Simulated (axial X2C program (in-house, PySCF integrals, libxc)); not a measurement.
# CsS⁺: bond curves with and without spin–orbit coupling

Aim: find the lowest determinant of CsS⁺, scan the bond at several levels and fit the constants, once spin-free and once with spin–orbit coupling.

Computed with an in-house X2C program for linear molecules on PySCF integrals. Level: all-electron X2C, Cs dyall-cv3z, S dyall-av3z.

All values are calculated.

## 1. The job

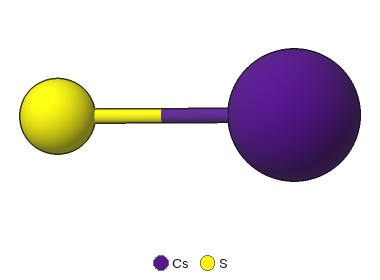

The two atoms at 3.030 Å (caesium purple, sulfur yellow).

File task.json:

```json
{"zs": [55, 16], "q": 1, "bas": ["dyall-cv3z", "dyall-av3z"], "levels": ["PBE0", "HF", "PBE50"], "cc": true, "r0": 3.03, "thr": -2.0, "nmax": 90, "npts": 10, "nst": 2, "ntry": 6}
```

Keys: zs atomic numbers; q charge; bas basis sets; levels methods (HF also brings MP2); cc coupled cluster on or off; r0 starting distance in Å; thr threshold in hartree for freezing inner shells (an s shell follows its p shell); nmax most natural virtual spinors; npts points asked for on the curve; nst determinants followed; ntry starts of the search.

Command:

```console
$ python so2c.py task.json out
```

Spin-free means the one-electron spin-free X2C Hamiltonian; two-component (2c) means X2C with spin–orbit coupling and atomic mean-field two-electron Coulomb and Gaunt terms. Basis: Cs dyall-cv3z contracted to [15s15p9d4f1g], S dyall-av3z contracted to [9s8p3d2f]; Gaussian nuclei, density fitting. Masses: Cs 132.905 u, S 31.972 u.

Notation: σ, π±, δ± give the projection m of an orbital's angular momentum (0, ±1, ±2), α and β its spin, Λ and M_S the sums; ω is the projection of a spinor's total angular momentum and Ω the sum. Logs are in hartree.

The results follow Hamiltonian by Hamiltonian and level by level.

## 2. State search with PBE0

PBE0 moves the distance from 3.030 Å to 3.735 Å and compares determinants there.

Spin-free determinants:

```tsv
ΔE (eV)	state	open shells
0.00	M_S = 1, Λ = 0	beyond closed shells: π+α, π-α
0.33	M_S = 1, Λ = 1	beyond closed shells: σα, π+α, π+β, π-α
0.70	M_S = 0, Λ = 1	beyond closed shells: σβ, π+α, π+β, π-α
1.27	M_S = 0, Λ = 2	beyond closed shells: π+α, π+β
1.27	M_S = 0, Λ = 0	beyond closed shells: π+β, π-α
6.55	M_S = 2, Λ = 0	beyond closed shells: 2 × σα, π+α, π-α
7.55	M_S = 0, Λ = 0	beyond closed shells: 2 × σβ, π+α, π-α
```

Two-component determinants:

| ΔE (eV) | state | open shells |
| --- | --- | --- |
| 0.00 | Ω = 1 | excess of +ω over −ω: ω = -1/2, ω = 3/2 |
| 0.30 | Ω = 2 | excess of +ω over −ω: ω = 1/2, ω = 3/2 |
| 0.73 | Ω = 1 | excess of +ω over −ω: 2 × ω = 1/2 |
| 1.22 | Ω = 0 | closed shell |
| 1.33 | Ω = 0 | closed shell |
| 7.54 | Ω = 0 | excess of +ω over −ω: 3 × ω = 1/2, ω = -3/2 |
| 7.61 | Ω = 3 | excess of +ω over −ω: 2 × ω = 3/2 |

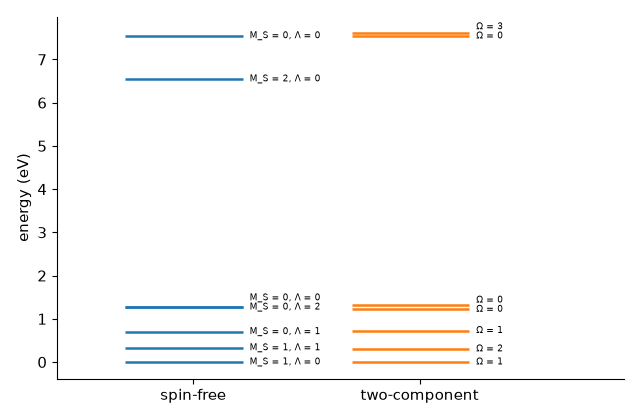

The determinants found, each set from its own lowest.

## 3. PBE0, spin-free

State followed: M_S = 1, Λ = 0 (beyond closed shells: π+α, π-α). The scan is laid around 3.735 Å, a first estimate of the minimum, and this SCF restarts from the orbitals of the search.

The SCF at the reference distance of 3.735 Å:

```text
spin-free X2C-1e  PBE0
basis functions 204  fitting functions 1030  grid points 5088
iter        total energy     max residual
   1      -8184.768618304     2.44e-05
   2      -8184.768618306     2.79e-05
   3      -8184.768618310     1.46e-06
   4      -8184.768618310     8.11e-07
converged
one-electron -11432.37144096  Coulomb 3342.53020318  exact exchange -54.10673441  xc functional -165.49961416  nuclear repulsion 124.67896803
```

Along the bond, energies from the lowest point:

```
R (Å)  E (eV)  μ (D)  HOMO (eV)  LUMO (eV)  iterations
3.249  0.1133  -1.39     -11.97      -8.77           9
3.399  0.0423  -1.60     -11.83      -8.59           8
3.511  0.0149  -1.76     -11.73      -8.47           8
3.623  0.0024  -1.92     -11.61      -8.36           8
3.735  0.0000  -2.08     -11.50      -8.24           4
3.866  0.0055  -2.27     -11.37      -8.12           8
3.997  0.0166  -2.45     -11.24      -8.00           8
4.165  0.0349  -2.70     -11.08      -7.86           8
4.370  0.0592  -2.99     -10.90      -7.69           8
4.669  0.0930  -3.41     -10.66      -7.47           8
```

Dipoles are positive if S is the positive end and refer to the centre of mass.

Outer orbitals at the reference distance:

```json
{"symmetry": "σβ", "occupied": "yes", "ε (eV)": "-33.92", "atomic character": "99% Cs s"}
{"symmetry": "σα", "occupied": "yes", "ε (eV)": "-33.92", "atomic character": "99% Cs s"}
{"symmetry": "σα", "occupied": "yes", "ε (eV)": "-24.48", "atomic character": "96% S s"}
{"symmetry": "σβ", "occupied": "yes", "ε (eV)": "-21.56", "atomic character": "94% S s, 3% Cs p"}
{"symmetry": "π+α", "occupied": "yes", "ε (eV)": "-19.73", "atomic character": "100% Cs p"}
{"symmetry": "π-α", "occupied": "yes", "ε (eV)": "-19.73", "atomic character": "100% Cs p"}
{"symmetry": "π+β", "occupied": "yes", "ε (eV)": "-19.73", "atomic character": "100% Cs p"}
{"symmetry": "π-β", "occupied": "yes", "ε (eV)": "-19.73", "atomic character": "100% Cs p"}
{"symmetry": "σα", "occupied": "yes", "ε (eV)": "-19.69", "atomic character": "98% Cs p"}
{"symmetry": "σβ", "occupied": "yes", "ε (eV)": "-19.67", "atomic character": "97% Cs p"}
{"symmetry": "π+α", "occupied": "yes", "ε (eV)": "-13.49", "atomic character": "99% S p"}
{"symmetry": "π-α", "occupied": "yes", "ε (eV)": "-13.49", "atomic character": "99% S p"}
{"symmetry": "σα", "occupied": "yes", "ε (eV)": "-12.24", "atomic character": "95% S p"}
{"symmetry": "σβ", "occupied": "yes", "ε (eV)": "-11.50", "atomic character": "95% S p, 2% Cs d"}
{"symmetry": "π-β", "occupied": "no", "ε (eV)": "-8.24", "atomic character": "98% S p"}
{"symmetry": "π+β", "occupied": "no", "ε (eV)": "-8.24", "atomic character": "98% S p"}
{"symmetry": "σα", "occupied": "no", "ε (eV)": "-4.75", "atomic character": "86% Cs s, 5% S p, 5% S s"}
{"symmetry": "σβ", "occupied": "no", "ε (eV)": "-4.70", "atomic character": "86% Cs s, 5% S p, 3% S s"}
```

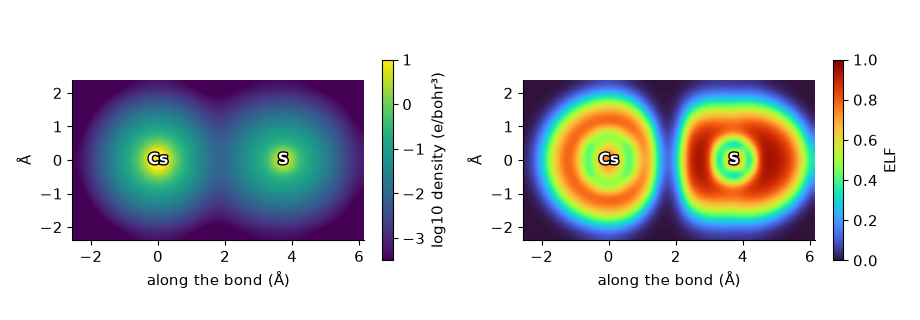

PBE0 fields in a plane through the axis, from a grid of 0.3 Å; Cs lies at z = 0 and S at z = 3.735 Å; the ELF is damped to zero where the density is low.

Re = 3.711 Å, ωe = 78.3 cm⁻¹, ωexe = 0.994 cm⁻¹, Be = 0.04749 cm⁻¹, De = 0.243 eV, μ = -2.04 D.

## 4. HF, spin-free

Output at 3.735 Å:

```text
spin-free X2C-1e  HF
basis functions 204  fitting functions 1030  grid points 5088
iter        total energy     max residual
   1      -8181.589207362     2.87e-01
   2      -8181.609571423     4.72e-03
   3      -8181.609899529     1.54e-03
   4      -8181.609935269     6.50e-04
   5      -8181.609941793     2.58e-04
   6      -8181.609943045     5.20e-05
   7      -8181.609943125     1.45e-05
   8      -8181.609943131     5.91e-06
   9      -8181.609943132     3.02e-06
  10      -8181.609943133     7.64e-07
converged
one-electron -11431.02537326  Coulomb 3341.22617723  exact exchange -216.48971514  xc functional 0.00000000  nuclear repulsion 124.67896803
```

Re = 3.922 Å, ωe = 65.0 cm⁻¹, ωexe = 0.944 cm⁻¹, Be = 0.04253 cm⁻¹, De = 0.186 eV, μ = -2.52 D.

## 5. PBE50, spin-free

The SCF at the reference distance of 3.735 Å:

```text
spin-free X2C-1e  PBE50
basis functions 204  fitting functions 1030  grid points 5088
iter        total energy     max residual
   1      -8184.883413033     9.85e-02
   2      -8184.886036557     1.79e-03
   3      -8184.886053645     2.33e-04
   4      -8184.886054386     7.23e-05
   5      -8184.886054463     1.56e-05
   6      -8184.886054471     6.06e-06
   7      -8184.886054472     1.41e-06
converged
one-electron -11432.43213404  Coulomb 3342.62157479  exact exchange -108.23459732  xc functional -111.51986593  nuclear repulsion 124.67896803
```

Re = 3.701 Å, ωe = 78.9 cm⁻¹, ωexe = 1.06 cm⁻¹, Be = 0.04775 cm⁻¹, De = 0.236 eV, μ = -2.11 D.

## 6. Correlated methods, spin-free

Correlated methods: 14 electrons correlated (frozen shells, counted by type: Cs 4 s, 3 p, 2 d; S 2 s, 1 p), 296 virtual spinors in MP2, 90 natural virtuals in coupled cluster.

Output of the correlated part at 3.735 Å:

```text
correlated 14  virtual 296  natural virtual 90  E(MP2) -0.277773548  MP2 remainder -0.012684982
iter   CCSD correlation   residual
   1     -0.295080577   1.01e-01
   2     -0.303236181   2.95e-02
   3     -0.303574430   6.30e-03
   4     -0.303600588   1.44e-03
   5     -0.303597223   4.61e-04
   6     -0.303596139   1.76e-04
   7     -0.303596796   6.93e-05
   8     -0.303596724   2.28e-05
   9     -0.303596617   6.89e-06
  10     -0.303596639   2.07e-06
  11     -0.303596641   7.35e-07
(T) -0.009126227  T1 0.0088  D1 0.0293  max T2 0.073
```

T1 in the output is the amplitude norm over the root of the electron number; divide by √2 for the Lee–Taylor value.

MP2: Re = 3.736 Å, ωe = 79.1 cm⁻¹, Be = 0.04686 cm⁻¹, De = 0.235 eV.

CCSD: Re = 3.771 Å, ωe = 76.1 cm⁻¹, ωexe = 0.985 cm⁻¹, Be = 0.04599 cm⁻¹, De = 0.243 eV. T1 at Re = 0.006 (Lee–Taylor, the printed value over √2).

CCSD(T): Re = 3.757 Å, ωe = 77.3 cm⁻¹, ωexe = 0.987 cm⁻¹, Be = 0.04633 cm⁻¹, De = 0.228 eV. T1 at Re = 0.006 (Lee–Taylor, the printed value over √2).

## 7. A higher determinant, spin-free

State: M_S = 1, Λ = 1 (beyond closed shells: σα, π+α, π+β, π-α).

Output at the reference distance:

```text
spin-free X2C-1e  PBE0
basis functions 204  fitting functions 1030  grid points 5088
iter        total energy     max residual
   1      -8184.756570212     8.53e-06
   2      -8184.756570215     6.05e-06
   3      -8184.756570216     1.72e-06
converged
one-electron -11431.82633934  Coulomb 3341.97948801  exact exchange -54.10240348  xc functional -165.48628344  nuclear repulsion 124.67896803
```

```csv
R (Å),E above the lowest PBE0 point (eV)
3.249,0.400
3.399,0.360
3.511,0.343
3.623,0.333
3.735,0.328
3.866,0.326
3.997,0.326
4.165,0.329
4.370,0.333
```

Re = 3.900 Å, ωe = 36.4 cm⁻¹, Be = 0.043 cm⁻¹, μ = -2.71 D. Te = 0.33 eV.

## 8. The spin-free curves together

Energy (eV) of the followed determinant, spin-free, from each level's lowest point:

```
R (Å)   PBE0     HF    MP2   CCSD  CCSD(T)  PBE50
3.249  0.113  0.218  0.132    n/a      n/a  0.110
3.399  0.042  0.107  0.052  0.061    0.058  0.040
3.511  0.015  0.056  0.020  0.026    0.023  0.013
3.623  0.002  0.025  0.004  0.007    0.006  0.002
3.735  0.000  0.008  0.000  0.000    0.000  0.000
3.866  0.006  0.000  0.004  0.002    0.003  0.006
3.997  0.017  0.000  0.015  0.010    0.012  0.018
4.165  0.035  0.008  0.033  0.026    0.029  0.036
4.370  0.059  0.023  0.057    n/a      n/a  0.060
4.669  0.093  0.048  0.092    n/a      n/a  0.092
```

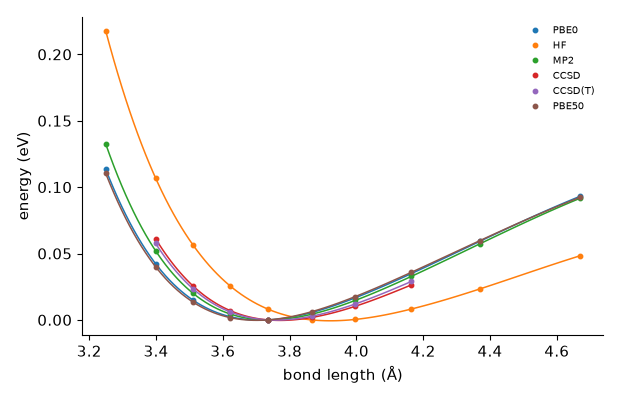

Curves of the followed state, spin-free, each from its own lowest point.

## 9. PBE0, 2c

State followed: Ω = 1 (excess of +ω over −ω: ω = -1/2, ω = 3/2). The scan is laid around 3.735 Å, a first estimate of the minimum, and this SCF restarts from the orbitals of the search.

The SCF at the reference distance of 3.735 Å:

```text
two-component X2C + atomic mean field  PBE0
basis functions 204  fitting functions 1030  grid points 5088
iter        total energy     max residual
   1      -8181.499570313     4.18e-06
   2      -8181.499570313     4.47e-06
converged
one-electron -11422.35303336  Coulomb 3340.65701730  exact exchange -54.07533295  xc functional -165.41090043  nuclear repulsion 124.67896803  atomic mean-field constant -4.99628891
```

Along the bond, energies from the lowest point:

```
R (Å)  E (eV)  μ (D)  HOMO (eV)  LUMO (eV)  iterations
3.249  0.1133  -1.38     -11.97      -8.79           9
3.399  0.0422  -1.59     -11.83      -8.62           9
3.511  0.0148  -1.75     -11.73      -8.50           8
3.623  0.0023  -1.91     -11.61      -8.38           8
3.735  0.0000  -2.07     -11.50      -8.27           2
3.866  0.0056  -2.26     -11.37      -8.14           8
3.997  0.0167  -2.45     -11.24      -8.02           8
4.165  0.0349  -2.69     -11.08      -7.88           8
4.370  0.0593  -2.99     -10.90      -7.71           8
4.669  0.0931  -3.41     -10.66      -7.50           8
```

Dipoles are positive if S is the positive end and refer to the centre of mass.

Outer spinors at the reference distance:

```csv
ω,occupied,ε (eV),atomic character,λ mixture
-1/2,yes,-33.92,99% Cs s,100% σ
1/2,yes,-33.92,99% Cs s,100% σ
1/2,yes,-24.48,96% S s,100% σ
-1/2,yes,-21.57,"93% S s, 4% Cs p","99% σ, 1% π"
1/2,yes,-20.84,100% Cs p,"68% π, 32% σ"
-1/2,yes,-20.83,"98% Cs p, 2% S s","68% π, 32% σ"
3/2,yes,-19.19,100% Cs p,100% π
-3/2,yes,-19.19,100% Cs p,100% π
1/2,yes,-19.16,99% Cs p,"68% σ, 32% π"
-1/2,yes,-19.16,98% Cs p,"68% σ, 32% π"
-1/2,yes,-13.52,99% S p,100% π
3/2,yes,-13.46,99% S p,100% π
1/2,yes,-12.24,95% S p,100% σ
-1/2,yes,-11.50,"95% S p, 2% Cs d",100% σ
1/2,no,-8.27,98% S p,100% π
-3/2,no,-8.22,98% S p,100% π
1/2,no,-4.75,"86% Cs s, 5% S p, 5% S s",100% σ
-1/2,no,-4.71,"86% Cs s, 5% S p, 3% S s",100% σ
```

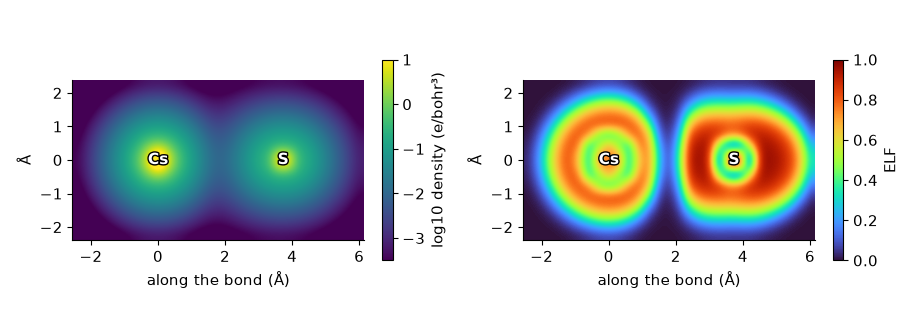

PBE0 fields in a plane through the axis, from a grid of 0.3 Å; Cs lies at z = 0 and S at z = 3.735 Å; the ELF is damped to zero where the density is low.

Re = 3.711 Å, ωe = 78.4 cm⁻¹, ωexe = 0.994 cm⁻¹, Be = 0.0475 cm⁻¹, De = 0.243 eV, μ = -2.04 D.

## 10. HF, 2c

The SCF at the reference distance of 3.735 Å:

```text
two-component X2C + atomic mean field  HF
basis functions 204  fitting functions 1030  grid points 5088
iter        total energy     max residual
   1      -8178.314668749     2.92e-01
   2      -8178.335056533     4.76e-03
   3      -8178.335389430     1.54e-03
   4      -8178.335426974     6.57e-04
   5      -8178.335435059     2.58e-04
   6      -8178.335438347     1.44e-04
   7      -8178.335440308     1.39e-04
   8      -8178.335442818     1.29e-04
   9      -8178.335448141     1.06e-04
  10      -8178.335457701     3.37e-05
  11      -8178.335458787     1.58e-05
  12      -8178.335458846     4.73e-06
  13      -8178.335458847     1.30e-06
converged
one-electron -11421.00740721  Coulomb 3339.35331312  exact exchange -216.36404389  xc functional 0.00000000  nuclear repulsion 124.67896803  atomic mean-field constant -4.99628891
```

Re = 3.923 Å, ωe = 64.8 cm⁻¹, ωexe = 0.946 cm⁻¹, Be = 0.04249 cm⁻¹, De = 0.184 eV, μ = -2.52 D.

## 11. PBE50, 2c

The SCF at the reference distance of 3.735 Å:

```text
two-component X2C + atomic mean field  PBE50
basis functions 204  fitting functions 1030  grid points 5088
iter        total energy     max residual
   1      -8181.612341995     1.00e-01
   2      -8181.614970022     1.79e-03
   3      -8181.614987955     2.35e-04
   4      -8181.614989130     7.25e-05
   5      -8181.614989541     4.94e-05
   6      -8181.614989811     4.39e-05
   7      -8181.614990131     3.58e-05
   8      -8181.614990614     1.67e-05
   9      -8181.614990746     2.21e-06
  10      -8181.614990748     1.47e-06
  11      -8181.614990748     3.70e-07
converged
one-electron -11422.41446249  Coulomb 3340.74909801  exact exchange -108.17179340  xc functional -111.46051199  nuclear repulsion 124.67896803  atomic mean-field constant -4.99628891
```

Re = 3.701 Å, ωe = 78.9 cm⁻¹, ωexe = 1.06 cm⁻¹, Be = 0.04775 cm⁻¹, De = 0.236 eV, μ = -2.10 D.

## 12. Correlated methods, 2c

Correlated methods: 14 electrons correlated (frozen shells, counted by type: Cs 4 s, 3 p, 2 d; S 2 s, 1 p), 296 virtual spinors in MP2, 90 natural virtuals in coupled cluster.

Output of the correlated part at 3.735 Å:

```text
correlated 14  virtual 296  natural virtual 90  E(MP2) -0.277140764  MP2 remainder -0.012594254
iter   CCSD correlation   residual
   1     -0.294476115   1.01e-01
   2     -0.302630170   2.96e-02
   3     -0.302975616   6.54e-03
   4     -0.303004357   1.90e-03
   5     -0.303001467   1.08e-03
   6     -0.303001143   7.80e-04
   7     -0.303005166   5.09e-04
   8     -0.303004481   3.13e-04
   9     -0.303003510   2.31e-04
  10     -0.303004445   1.69e-04
  11     -0.303005676   1.08e-04
  12     -0.303006412   4.69e-05
  13     -0.303006458   1.56e-05
  14     -0.303006475   4.84e-06
(T) -0.009074562  T1 0.0096  D1 0.0294  max T2 0.072
```

MP2: Re = 3.737 Å, ωe = 79.2 cm⁻¹, Be = 0.04685 cm⁻¹, De = 0.211 eV.

CCSD: Re = 3.771 Å, ωe = 76.2 cm⁻¹, ωexe = 1.01 cm⁻¹, Be = 0.04601 cm⁻¹, De = 0.230 eV. T1 at Re = 0.007 (Lee–Taylor, the printed value over √2).

CCSD(T): Re = 3.757 Å, ωe = 77.4 cm⁻¹, ωexe = 1 cm⁻¹, Be = 0.04635 cm⁻¹, De = 0.205 eV. T1 at Re = 0.007 (Lee–Taylor, the printed value over √2).

## 13. A higher determinant, 2c

State: Ω = 2 (excess of +ω over −ω: ω = 1/2, ω = 3/2).

Output at the reference distance:

```text
two-component X2C + atomic mean field  PBE0
basis functions 204  fitting functions 1030  grid points 5088
iter        total energy     max residual
   1      -8181.488428579     2.55e-06
   2      -8181.488428579     3.02e-06
converged
one-electron -11421.81446519  Coulomb 3340.11219573  exact exchange -54.07105804  xc functional -165.39778020  nuclear repulsion 124.67896803  atomic mean-field constant -4.99628891
```

```
R (Å)  E above the lowest PBE0 point (eV)
3.249                               0.375
3.399                               0.335
3.511                               0.318
3.623                               0.308
3.735                               0.303
3.866                               0.301
3.997                               0.302
4.165                               0.304
4.370                               0.308
```

Re = 3.894 Å, ωe = 36.7 cm⁻¹, Be = 0.04315 cm⁻¹, μ = -2.70 D. Te = 0.30 eV.

## 14. The 2c curves together

Energy (eV) of the followed determinant, 2c, from each level's lowest point:

```csv
R (Å),PBE0,HF,MP2,CCSD,CCSD(T),PBE50
3.249,0.113,0.218,0.133,n/a,n/a,0.110
3.399,0.042,0.107,0.052,0.061,0.057,0.040
3.511,0.015,0.057,0.020,0.025,0.023,0.013
3.623,0.002,0.026,0.004,0.007,0.006,0.002
3.735,0.000,0.008,0.000,0.000,0.000,0.000
3.866,0.006,0.000,0.004,0.002,0.003,0.006
3.997,0.017,0.000,0.015,0.010,0.012,0.018
4.165,0.035,0.008,0.033,0.026,0.029,0.036
4.370,0.059,0.023,0.058,n/a,n/a,0.060
4.669,0.093,0.048,0.092,n/a,n/a,0.092
```

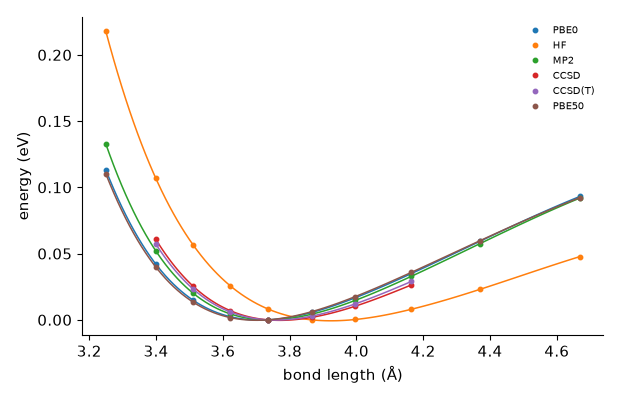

Curves of the followed state, 2c, each from its own lowest point.

The whole job took 2.9 min on 1 thread, shared host.

## 15. Constants

Lowest determinant that the search found at its distance, spin-free: M_S = 1, Λ = 0 (beyond closed shells: π+α, π-α).

Lowest determinant that the search found at its distance, 2c: Ω = 1 (excess of +ω over −ω: ω = -1/2, ω = 3/2).

```csv
Hamiltonian,level,Re (Å),ωe (cm⁻¹),De (eV),μ (D)
spin-free,PBE0,3.711,78.3,0.243,-2.04
spin-free,HF,3.922,65.0,0.186,-2.52
spin-free,MP2,3.736,79.1,0.235,n/a
spin-free,CCSD,3.771,76.1,0.243,n/a
spin-free,CCSD(T),3.757,77.3,0.228,n/a
spin-free,PBE50,3.701,78.9,0.236,-2.11
2c,PBE0,3.711,78.4,0.243,-2.04
2c,HF,3.923,64.8,0.184,-2.52
2c,MP2,3.737,79.2,0.211,n/a
2c,CCSD,3.771,76.2,0.230,n/a
2c,CCSD(T),3.757,77.4,0.205,n/a
2c,PBE50,3.701,78.9,0.236,-2.10
```

Dipoles are positive if S is the positive end and refer to the centre of mass.

Time per point (s) on 1 thread, shared host (2c runs; CCSD comes with the CCSD(T) run); the times are rough: PBE0 0.6, HF 0.7, MP2 1.1, CCSD(T) 7.2, PBE50 0.76.

What this shows: At CCSD(T), going from spin-free to two-component changes Re by -1 mÅ, ωe by +0.1 %; the spin-free picture holds up (part of it comes from the scalar share of the two-electron terms). De moves by -0.02 eV; both De rest on single-determinant atoms, which can miss part of an open shell's spin–orbit lowering.

De refers to Cs+ + S, each in the lowest determinant found, which need not be this curve's own limit. The state is a single determinant with fixed occupations, the lowest that a limited PBE0 search found. De is counted from the lowest determinant-based energies of the atoms at the same level, without counterpoise correction. Density functionals use the spin component along the axis (collinear). CCSD and (T) use frozen natural virtuals with an MP2 correction for the truncation. With several unpaired electrons one determinant need not be a pure state.
